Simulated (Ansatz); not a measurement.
# BrClFSi radical: up Jacob's ladder to CCSD(T)

How much do the methods differ for BrClFSi radical? The plan is to run it at one geometry with functionals of several rungs and with coupled cluster. The yardstick is the atomisation energy at the CCSD(T) limit.

The runs use Ansatz 0.2.0, Gaussian basis; functionals in def2-TZVPP, the program's frozen cores in correlated methods.

Plan: LDA (SPW92), PBE-D4, revPBE-D4, BLYP-D4, r2SCAN-D4, B97M-V, PBE0-D4, B3LYP-D4, r2SCANh-D4, r2SCAN0-D4, HSE06-D4, BHLYP-D4, CAM-B3LYP-D4, LC-ωPBE, ωB97X-V, ωB97M-V, B2PLYP, PBE-QIDH; CCSD(T)/def2-SVP; CCSD(T)/def2-TZVPP; MP2/def2-QZVPP; extrapolation to the limit; RPA on PBE.

### 1 Structure used throughout

All runs share one geometry, relaxed beforehand with PBE0-D4 in a triple-zeta def2 set.

SMILES `F[Si](Cl)Br`, 4 atoms, charge 0, spin multiplicity 2.

Atoms are counted from 1 here; the program's logs count them from 0.

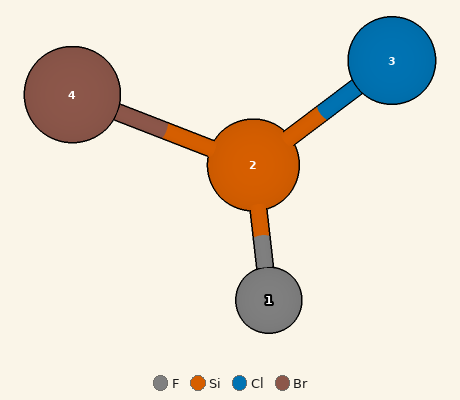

The structure; fluorine grey, silicon orange, chlorine blue, bromine brown; atoms are numbered from 1 in the order of the file.

Geometry (Å):

```
F    -0.5322    0.6742   -1.3429
Si   -0.2809   -0.3908   -0.1899
Cl   -1.0271    0.3880    1.5419
Br    1.8957   -0.7317   -0.0294
```

### 2 LDA

This LDA is Slater exchange with PW92 correlation.

in.yaml

```yaml
crystal:
  periodic: [false, false, false]
  atoms:
    - {symbol: F, position_ang: [-0.532247, 0.674241, -1.342913]}
    - {symbol: Si, position_ang: [-0.280888, -0.390794, -0.189919]}
    - {symbol: Cl, position_ang: [-1.027063, 0.387973, 1.541940]}
    - {symbol: Br, position_ang: [1.895698, -0.731719, -0.029408]}
basis:
  gaussian: {orbitals: def2-TZVPP}
magnetization: {spin_polarized: true, initial_magnetization: 1}
hamiltonian: {xc: lda}
output: {orbitals: {seedname: orbitals}}
```

The runs that follow: PBE-D4 (GGA); revPBE-D4 (GGA); BLYP-D4 (GGA); r2SCAN-D4 (meta-GGA); B97M-V (meta-GGA); PBE0-D4 (hybrid); B3LYP-D4 (hybrid); r2SCANh-D4 (hybrid); r2SCAN0-D4 (hybrid); HSE06-D4 (hybrid); BHLYP-D4 (hybrid); CAM-B3LYP-D4 (range-separated); LC-ωPBE-D4 (range-separated); ωB97X-V (range-separated); ωB97M-V (range-separated); B2PLYP (double hybrid); PBE-QIDH (double hybrid); CCSD(T) in def2-SVP; CCSD(T) in def2-TZVPP; MP2 in def2-QZVPP; RPA on PBE orbitals.

Q: Predict the results of all the runs planned. Wanted: atomisation energy, CCSD(T)/CBS; farthest beyond LDA; mean size of error, GGA; mean size of error, meta-GGA; mean size of error, hybrid; mean size of error, range-separated; mean size of error, double hybrid; gap, smallest and largest; T1 diagnostic.

As calculated:

```
                               quantity                                                                         value
        atomisation energy, CCSD(T)/CBS                                                                 1279.2 kJ/mol
 functionals within 12.8 kJ/mol (1.0 %)  revPBE-D4, B97M-V, PBE0-D4, r2SCANh-D4, HSE06-D4, ωB97X-V, ωB97M-V, PBE-QIDH
                    farthest beyond LDA                                                       BHLYP-D4 (-75.5 kJ/mol)
                mean size of error, GGA                                                                   21.6 kJ/mol
           mean size of error, meta-GGA                                                                   15.9 kJ/mol
             mean size of error, hybrid                                                                   22.5 kJ/mol
    mean size of error, range-separated                                                                   14.5 kJ/mol
      mean size of error, double hybrid                                                                   21.0 kJ/mol
              gap, smallest and largest                                      1.18 eV (LDA (SPW92)), 8.69 eV (LC-ωPBE)
                          T1 diagnostic                                                                        0.0115
triples share of the correlation energy                                                                         3.6 %
```

The LDA atomisation energy is off by 216.1 kJ/mol (17 %): it overbinds. PBE-D4 is off by +33.2 kJ/mol. Double hybrids carry the basis error of their MP2 part in triple zeta, and no dispersion term here, so their miss is partly the set-up's. Taken by rung, range-separated functionals do best (14.5 kJ/mol on average) and hybrid ones worst beyond LDA (22.5 kJ/mol). The gap between the best rungs is small, so their order is not settled. The mean of the hybrids holds BHLYP, with half exact exchange. RPA and LDA stand outside this count. The reference freezes the cores and leaves out relativity and excitations past (T), and its outer-core shells are covered unevenly, so misses under about 12.8 kJ/mol can't be ranked. All levels share the lack of spin-orbit coupling, which lowers the free heavy atoms and so the true binding. Hartree-Fock recovers 72 % of the binding; the rest is correlation. CCSD(T) in def2-SVP is off by -160.8 kJ/mol, which most functionals beat. Orbital gaps span 1.2 to 8.7 eV; exact exchange widens them. Correlated methods include outer-core shells of Br, which these sets cover unevenly.
